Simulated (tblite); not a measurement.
Geometry relaxation of CH7NO2Si2 (part 1 of 4)

The run: geometry relaxation of CH7NO2Si2. Method and program: GFN2-xTB geometry optimisation, gas phase (tblite 0.8.0).

It belongs to a series of runs on one base structure; here: constitutional isomer.

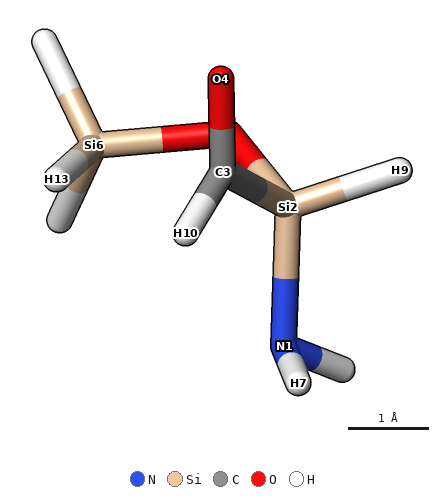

**Figure 1.** The input geometry (stick view, seen at a tilt; atoms are numbered from 1 in the order of the input). Bond lengths as drawn: C–H 1.09 Å, C–O 1.23 Å, C–Si 1.83 Å, H–N 1.03 to 1.07 Å, H–Si 1.47 to 1.48 Å, N–Si 1.79 Å and O–Si 1.70 to 1.72 Å.

## Key numbers

| quantity | value |
| --- | --- |
| outcome | converged |
| total energy | −552.5722 eV |
| hardware | 1 CPU thread, shared host |
| wall time | 2 s |
| peak memory | 0.18 GiB |

## Input file
```
{"job": {"kind": "relax", "xc": "GFN2-xTB", "basis": "xTB"}, "charge": 0, "multiplicity": 1}
N     -1.570100    -1.156300    -0.468800
Si    -0.694700    -0.117600     0.690100
C     -0.561700     1.617000     0.121700
O     -0.021800     2.481900     0.812600
O      0.896800    -0.707100     0.992500
Si     1.909300    -0.399900    -0.337000
H     -2.378500    -0.543500    -0.806900
H     -1.949500    -2.002500    -0.018800
H     -1.392900    -0.098200     1.981700
H     -0.983000     1.922600    -0.839500
H      3.263100    -0.044100     0.146800
H      2.082800    -1.641100    -1.097300
H      1.395800     0.689300    -1.194800
```

The first line tells a small driver script what to run in tblite; the rest is the geometry in Å.

Run as:
```bash
OMP_NUM_THREADS=1 python <driver script> task.json out
```

## Output
```
step      E/eV     max force
  0    -551.51956    3.481
  1    -551.80860    3.082
  2    -551.94856    1.194
  3    -552.00429    0.773
  4    -552.06418    0.648
  5    -552.11569    0.882
  6    -552.16245    0.626
  7    -552.20054    0.575
  8    -552.22676    0.442
  9    -552.25344    0.466
 10    -552.27514    0.412
 11    -552.29578    0.420
 12    -552.32012    0.389
 13    -552.34337    0.457
 14    -552.35664    0.299
 15    -552.36157    0.158
 16    -552.36480    0.177
 17    -552.36903    0.245
 18    -552.37480    0.313
 19    -552.38231    0.313
 20    -552.39140    0.339
 21    -552.40234    0.382
 22    -552.41642    0.373
 23    -552.43101    0.333
 24    -552.44023    0.246
 25    -552.45020    0.226
 26    -552.46429    0.379
 27    -552.48202    0.418
 28    -552.49366    0.381
 29    -552.49754    0.477
 30    -552.49683    0.517
 31    -552.50315    0.175
 32    -552.50438    0.092
 33    -552.50580    0.083
 34    -552.50966    0.112
 35    -552.51141    0.098
 36    -552.51338    0.098
 37    -552.51434    0.075
 38    -552.51525    0.059
 39    -552.51590    0.062
 40    -552.51651    0.060
 41    -552.51717    0.067
 42    -552.51807    0.074
 43    -552.51912    0.089
 44    -552.52003    0.067
 45    -552.52061    0.058
 46    -552.52107    0.056
 47    -552.52172    0.071
 48    -552.52270    0.105
 49    -552.52390    0.104
 50    -552.52487    0.061
 51    -552.52537    0.047
 52    -552.52559    0.086
 53    -552.52587    0.043
 54    -552.52615    0.035
 55    -552.52653    0.035
 56    -552.52668    0.037
 57    -552.52688    0.029
 58    -552.52700    0.026
 59    -552.52712    0.025
 60    -552.52721    0.024
 61    -552.52730    0.022
 62    -552.52736    0.030
 63    -552.52740    0.022
 64    -552.52745    0.019
 65    -552.52750    0.016
 66    -552.52755    0.019
 67    -552.52761    0.027
 68    -552.52766    0.030
 69    -552.52774    0.029
 70    -552.52785    0.027
 71    -552.52797    0.030
 72    -552.52806    0.022
 73    -552.52813    0.021
 74    -552.52818    0.028
 75    -552.52825    0.025
 76    -552.52835    0.045
 77    -552.52852    0.055
 78    -552.52886    0.078
 79    -552.52914    0.053
 80    -552.52905    0.186
 81    -552.52942    0.046
 82    -552.52951    0.028
 83    -552.52969    0.067
 84    -552.52989    0.090
 85    -552.53071    0.161
 86    -552.53134    0.078
 87    -552.53170    0.217
 88    -552.53222    0.037
 89    -552.53244    0.038
 90    -552.53283    0.106
 91    -552.53324    0.079
 92    -552.53495    0.131
 93    -552.53679    0.137
 94    -552.51248    1.726
 95    -552.53812    0.087
 96    -552.53874    0.113
 97    -552.53946    0.244
 98    -552.54003    0.044
 99    -552.54031    0.058
100    -552.54083    0.245
101    -552.54120    0.099
102    -552.54152    0.051
103    -552.54218    0.044
104    -552.54251    0.049
105    -552.54317    0.061
106    -552.54382    0.067
107    -552.54449    0.073
108    -552.54471    0.140
109    -552.54518    0.074
110    -552.54554    0.046
111    -552.54618    0.046
112    -552.54674    0.131
113    -552.54723    0.208
114    -552.54774    0.167
115    -552.54836    0.099
116    -552.54880    0.119
117    -552.54918    0.063
118    -552.54851    0.250
119    -552.54958    0.038
120    -552.54977    0.034
121    -552.55024    0.164
122    -552.55061    0.077
123    -552.55110    0.089
124    -552.55229    0.104
125    -552.55262    0.185
126    -552.55302    0.101
127    -552.55341    0.066
128    -552.55497    0.175
129    -552.55579    0.108
130    -552.55711    0.279
131    -552.55789    0.065
132    -552.55852    0.161
133    -552.55892    0.181
134    -552.55942    0.141
135    -552.56014    0.127
136    -552.56086    0.054
137    -552.55940    0.519
138    -552.56133    0.058
139    -552.56158    0.060
140    -552.55857    0.696
141    -552.56225    0.066
142    -552.56265    0.057
143    -552.55863    0.762
144    -552.56341    0.039
145    -552.56382    0.034
146    -552.56367    0.368
147    -552.56455    0.036
148    -552.56476    0.054
149    -552.56502    0.168
150    -552.56520    0.086
151    -552.56544    0.024
152    -552.56574    0.032
153    -552.56568    0.262
154    -552.56618    0.041
155    -552.56641    0.036
156    -552.56358    0.616
157    -552.56674    0.064
158    -552.56694    0.047
159    -552.56414    0.587
160    -552.56728    0.060
161    -552.56747    0.039
162    -552.56728    0.272
163    -552.56787    0.019
164    -552.56801    0.021
165    -552.56824    0.098
166    -552.56838    0.046
167    -552.56858    0.035
168    -552.56865    0.040
169    -552.56887    0.022
170    -552.56912    0.033
171    -552.56951    0.043
172    -552.56984    0.051
173    -552.57017    0.064
174    -552.57045    0.077
175    -552.57078    0.033
176    -552.57112    0.024
177    -552.57128    0.044
178    -552.57142    0.021
179    -552.57150    0.034
180    -552.57157    0.029
181    -552.57162    0.022
182    -552.57167    0.036
183    -552.57171    0.028
184    -552.57175    0.038
185    -552.57180    0.029
186    -552.57185    0.022
187    -552.57189    0.018
188    -552.57192    0.014
189    -552.57196    0.012
190    -552.57200    0.012
191    -552.57202    0.012
192    -552.57205    0.013
193    -552.57208    0.013
194    -552.57212    0.013
195    -552.57215    0.011
196    -552.57216    0.010
197    -552.57217    0.008
```

## Trajectory as extended XYZ (Å, eV, eV/Å), 61 of the 198 frames kept, from step=0 to step=197
```
13
Properties=species:S:1:pos:R:3:forces:R:3 step=0 energy=-551.51956
N    -1.5701   -1.1563   -0.4688   -0.9420   1.7280   0.6710
Si   -0.6947   -0.1176    0.6901    0.5800  -3.2170   1.1970
C    -0.5617    1.6170    0.1217    0.9510   2.6800   0.5770
O    -0.0218    2.4819    0.8126   -0.7520  -1.1680  -0.9560
O     0.8968   -0.7071    0.9925   -1.2100   1.2280  -2.0160
Si    1.9093   -0.3999   -0.3370    0.5270  -0.4220   0.7610
H    -2.3785   -0.5435   -0.8069    1.1640  -1.5160   0.3310
H    -1.9495   -2.0025   -0.0188    0.2510   0.6700  -0.5720
H    -1.3929   -0.0982    1.9817    0.3380  -0.0210   0.0470
H    -0.9830    1.9226   -0.8395   -0.1820   0.1760  -0.4170
H     3.2631   -0.0441    0.1468   -0.5020   0.0060   0.1670
H     2.0828   -1.6411   -1.0973   -0.2860   0.0650   0.0650
H     1.3958    0.6893   -1.1948    0.0630  -0.2100   0.1460
13
Properties=species:S:1:pos:R:3:forces:R:3 step=3 energy=-552.00429
N    -1.5833   -1.1143   -0.4276   -0.0290   0.3190   0.0870
Si   -0.6852   -0.1957    0.7252   -0.2600   0.6890   0.2350
C    -0.5567    1.6408    0.1229    0.0200   0.0260   0.3020
O    -0.0228    2.4853    0.8084   -0.2360  -0.3100  -0.3870
O     0.8607   -0.6666    0.9128    0.0590   0.0510  -0.5750
Si    1.9302   -0.4114   -0.3208    0.2140   0.0460  -0.3650
H    -2.3579   -0.5860   -0.8067   -0.0010  -0.2130  -0.1670
H    -1.9392   -1.9751   -0.0475   -0.0220  -0.2450  -0.1970
H    -1.3768   -0.1024    1.9924    0.2430  -0.1400   0.4610
H    -0.9905    1.9341   -0.8592    0.0300   0.0720   0.0120
H     3.2458   -0.0426    0.1606   -0.0060   0.0680   0.4090
H     2.0692   -1.6403   -1.0938   -0.1830  -0.0990   0.0320
H     1.4021    0.6746   -1.1846    0.1710  -0.2620   0.1530
13
Properties=species:S:1:pos:R:3:forces:R:3 step=7 energy=-552.20054
N    -1.6023   -1.0652   -0.3685   -0.2480  -0.0820  -0.0240
Si   -0.7235   -0.1338    0.7850   -0.1090  -0.2870  -0.1170
C    -0.5962    1.6457    0.1245   -0.0940   0.2390   0.1190
O    -0.0302    2.4859    0.7785    0.0630   0.1970   0.0440
O     0.8277   -0.6313    0.7642   -0.1180  -0.0570   0.2660
Si    1.9924   -0.4221   -0.3719   -0.1390  -0.0650   0.1980
H    -2.3664   -0.6307   -0.8553   -0.0700   0.1910  -0.1240
H    -1.9150   -1.9900   -0.1145    0.2380  -0.0620   0.0370
H    -1.3069   -0.1360    2.1160    0.3350  -0.0460   0.1710
H    -0.9903    1.9421   -0.8662   -0.1150  -0.0640  -0.1810
H     3.2383   -0.0284    0.2640   -0.0120  -0.0680   0.1760
H     2.0284   -1.6764   -1.0948    0.1200  -0.2110  -0.1100
H     1.4397    0.6408   -1.1788    0.1490   0.3150  -0.4570
13
Properties=species:S:1:pos:R:3:forces:R:3 step=10 energy=-552.27514
N    -1.6473   -1.0510   -0.3521    0.0730   0.0190   0.1440
Si   -0.7538   -0.1309    0.7983   -0.0580   0.0810   0.0050
C    -0.6292    1.6766    0.1351    0.1200  -0.1150   0.2220
O    -0.0288    2.5120    0.7689   -0.2220  -0.0150  -0.2010
O     0.8000   -0.6261    0.7385    0.0310   0.0100   0.0360
Si    1.9964   -0.4318   -0.3759   -0.2430   0.0990  -0.0130
H    -2.3784   -0.6266   -0.8925   -0.1450   0.0250  -0.0160
H    -1.8747   -2.0099   -0.1381    0.0400   0.0740  -0.0710
H    -1.2272   -0.1580    2.1909    0.3130  -0.0440  -0.2450
H    -1.0023    1.9342   -0.8827   -0.0520   0.0320   0.0780
H     3.2283   -0.0346    0.3322   -0.3330  -0.1980  -0.0780
H     2.0286   -1.7141   -1.1059    0.1240   0.2450   0.1540
H     1.4840    0.6606   -1.2346    0.3520  -0.2130  -0.0140
13
Properties=species:S:1:pos:R:3:forces:R:3 step=13 energy=-552.34337
N    -1.6939   -1.0290   -0.3249   -0.1290   0.1380  -0.1130
Si   -0.7815   -0.1231    0.8082    0.2180   0.1930  -0.0160
C    -0.6537    1.6866    0.1582   -0.1390  -0.0750  -0.4290
O    -0.0539    2.5488    0.7435   -0.0380   0.0580   0.1650
O     0.7720   -0.6193    0.7274   -0.0270   0.0410  -0.1020
Si    1.9633   -0.4296   -0.3759    0.1200  -0.0440  -0.0550
H    -2.4035   -0.6232   -0.9212    0.1100  -0.1930   0.2690
H    -1.8281   -2.0161   -0.1711   -0.0730   0.1300  -0.1190
H    -1.0996   -0.1864    2.2256    0.0090  -0.0380  -0.0110
H    -1.0237    1.9253   -0.8802   -0.0370  -0.1290   0.2710
H     3.1635   -0.0748    0.3842   -0.1420  -0.0930  -0.0080
H     2.0517   -1.7114   -1.0926    0.0150   0.1500   0.1030
H     1.5831    0.6525   -1.2989    0.1130  -0.1370   0.0440
13
Properties=species:S:1:pos:R:3:forces:R:3 step=16 energy=-552.36480
N    -1.7137   -1.0093   -0.3064    0.0580   0.0080   0.0490
Si   -0.7830   -0.1054    0.8157    0.0190  -0.0090  -0.0420
C    -0.6684    1.6910    0.1507    0.0140   0.0260   0.0760
O    -0.0742    2.5601    0.7379   -0.0900  -0.0100   0.0490
O     0.7584   -0.6090    0.6961    0.0580  -0.0200  -0.0130
Si    1.9659   -0.4328   -0.3819    0.0720  -0.0130   0.0080
H    -2.4146   -0.6358   -0.9185   -0.1230   0.0920   0.0730
H    -1.8123   -2.0049   -0.2010    0.0040   0.0290  -0.0010
H    -1.0438   -0.2029    2.2454   -0.0440   0.0090  -0.0790
H    -1.0407    1.9155   -0.8698   -0.1370  -0.0160  -0.1110
H     3.1297   -0.0959    0.4161    0.1010  -0.0170   0.0970
H     2.0580   -1.7063   -1.0813    0.0310  -0.1080  -0.0400
H     1.6342    0.6360   -1.3206    0.0370   0.0300  -0.0670
13
Properties=species:S:1:pos:R:3:forces:R:3 step=20 energy=-552.39140
N    -1.7252   -0.9794   -0.2942    0.0010   0.0830  -0.1290
Si   -0.7548   -0.0895    0.7995   -0.0660  -0.2030  -0.0530
C    -0.6929    1.6996    0.1425   -0.1480  -0.0530   0.0940
O    -0.1424    2.5766    0.7602   -0.1420   0.0940  -0.2930
O     0.7758   -0.6086    0.6650    0.0630   0.0110  -0.0670
Si    2.0066   -0.4445   -0.3888    0.0810  -0.0230  -0.0910
H    -2.4718   -0.6114   -0.8521   -0.1170   0.1680   0.0560
H    -1.7998   -1.9753   -0.2285    0.0430  -0.2130   0.0680
H    -1.0155   -0.2134    2.2186   -0.0390   0.0330   0.1150
H    -1.1165    1.8936   -0.8764    0.1320   0.2050   0.1840
H     3.1341   -0.1340    0.4810    0.0400  -0.0160  -0.0590
H     2.0860   -1.7342   -1.0791    0.0530   0.0420   0.0300
H     1.7118    0.6209   -1.3654    0.0980  -0.1290   0.1440
13
Properties=species:S:1:pos:R:3:forces:R:3 step=23 energy=-552.43101
N    -1.7484   -0.9467   -0.3040   -0.0600  -0.0640  -0.2070
Si   -0.7257   -0.1014    0.7745   -0.0210   0.0300   0.0180
C    -0.7512    1.6996    0.1497   -0.1760   0.0860  -0.2220
O    -0.2568    2.6204    0.7451    0.0420   0.1420   0.0640
O     0.8069   -0.6060    0.6150   -0.1460   0.0540  -0.1280
Si    2.0718   -0.4643   -0.4048    0.0800  -0.1460   0.1850
H    -2.5645   -0.5506   -0.7498    0.1810  -0.1760   0.2170
H    -1.7748   -1.9527   -0.2550   -0.1470   0.0910  -0.0990
H    -0.9800   -0.2215    2.1944    0.0120  -0.0140   0.1720
H    -1.1993    1.8985   -0.8592    0.0440  -0.0140   0.1180
H     3.1445   -0.1902    0.5527    0.0310  -0.0060  -0.2100
H     2.1367   -1.7655   -1.0718    0.0900   0.0110   0.0040
H     1.8363    0.5810   -1.4043    0.0700   0.0050   0.0880
13
Properties=species:S:1:pos:R:3:forces:R:3 step=26 energy=-552.46429
N    -1.7602   -0.9169   -0.3202    0.1020   0.1070  -0.0340
Si   -0.7120   -0.0959    0.7639   -0.1960   0.1790   0.0060
C    -0.8198    1.7177    0.1447    0.1550   0.1700   0.3010
O    -0.3638    2.6683    0.7335   -0.0280  -0.1050   0.0280
O     0.8089   -0.5886    0.5227   -0.1120  -0.0040   0.0270
Si    2.1480   -0.5031   -0.4023   -0.2650   0.0330  -0.0020
H    -2.6355   -0.5260   -0.6311    0.0710  -0.1120   0.1130
H    -1.7745   -1.9202   -0.3082   -0.1230  -0.1170  -0.0620
H    -0.9388   -0.2349    2.2029    0.0990   0.0030  -0.1250
H    -1.2785    1.9030   -0.8426   -0.1470  -0.0490  -0.2550
H     3.1636   -0.2396    0.6027    0.1820   0.0050  -0.0680
H     2.1914   -1.7998   -1.0642    0.1400  -0.1340  -0.0150
H     1.9667    0.5366   -1.4196    0.1210   0.0240   0.0860
13
Properties=species:S:1:pos:R:3:forces:R:3 step=30 energy=-552.49683
N    -1.7789   -0.8594   -0.3530   -0.5150   0.0000   0.0450
Si   -0.7118   -0.0582    0.7348    0.0170  -0.0030  -0.0600
C    -0.9172    1.7632    0.1568   -0.1020   0.0790  -0.0960
O    -0.5346    2.7477    0.7372   -0.0250  -0.1240  -0.0330
O     0.7881   -0.5635    0.4041    0.0480   0.0310  -0.0610
Si    2.2039   -0.5559   -0.3953    0.1400  -0.0150   0.0260
H    -2.7342   -0.5086   -0.4144    0.4100  -0.2160  -0.0170
H    -1.7873   -1.8703   -0.4060    0.0470   0.1960   0.0250
H    -0.8344   -0.2572    2.1768    0.0020   0.0430  -0.0560
H    -1.4293    1.8899   -0.8363    0.1220   0.0290   0.1800
H     3.2008   -0.3344    0.6610   -0.1000  -0.0200  -0.1620
H     2.3157   -1.8636   -1.0429   -0.0230  -0.0400   0.0900
H     2.2149    0.4707   -1.4405   -0.0220   0.0410   0.1190
13
Properties=species:S:1:pos:R:3:forces:R:3 step=33 energy=-552.50580
N    -1.7783   -0.8717   -0.3474   -0.0170  -0.0580   0.0480
Si   -0.7165   -0.0630    0.7376    0.0260  -0.0010  -0.0220
C    -0.9028    1.7571    0.1551   -0.0220  -0.0100  -0.0100
O    -0.5021    2.7324    0.7371    0.0040  -0.0140   0.0410
O     0.7884   -0.5666    0.4241    0.0210   0.0210  -0.0470
Si    2.1933   -0.5493   -0.3960    0.0100  -0.0140  -0.0070
H    -2.7139   -0.5168   -0.4527   -0.0710  -0.0320  -0.0300
H    -1.7859   -1.8796   -0.3886    0.0330   0.0550   0.0100
H    -0.8526   -0.2507    2.1796    0.0090   0.0330  -0.0550
H    -1.3980    1.8949   -0.8354    0.0110   0.0340   0.0040
H     3.1972   -0.3168    0.6400    0.0000  -0.0120  -0.0600
H     2.2961   -1.8562   -1.0428   -0.0020  -0.0530   0.0630
H     2.1707    0.4868   -1.4284   -0.0010   0.0500   0.0640
```
